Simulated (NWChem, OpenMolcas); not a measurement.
**Predicting a hybrid from its neighbours: CH5InO2**

The species is CH5InO2 (9 atoms), meant as a singlet with charge 0. As SMILES, `[CH3][In]([OH])[OH]`. The shape is that of a PBE0-D4/def2-TZVP optimisation. This is one conformer, not always the lowest.

The HOMO–LUMO gap y, in eV, basis def2-SVP with a core potential; a is the functional's share of exact exchange. Programs: NWChem 7.3.0, OpenMolcas 26.06.

```
functional     program     a  y (eV)
      TPSS  OpenMolcas     0    4.74
       PBE  OpenMolcas     0    4.47
     B3LYP      NWChem   0.2       ?
      PBE0      NWChem  0.25    7.06
     BHLYP  OpenMolcas   0.5    9.48
```

Q: Fit y = c + s·a to the known rows and predict B3LYP.

A: 
1. Means of the 4 rows: a = 0.1875, y = 6.438.
2. Σ(Δa)² = 0.17188, Σ(Δa·Δy) = 1.6769, so the slope is 1.6769/0.17188 = 9.7562.
3. Intercept: 6.438 − (9.7562) × 0.1875 = 4.609. The largest residual of the fit is 0.14.
4. B3LYP: 4.609 + (9.7562) × 0.2 = 6.56 eV.

The run gave 6.41 eV, so the prediction is off by +0.15 eV, about the largest residual. Exact exchange lowers occupied levels and raises empty ones. The rows mix families of semi-local functionals, which the line can't see.

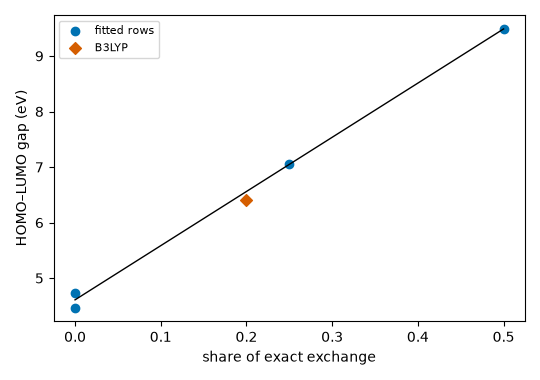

The fitted line, with the withheld row.
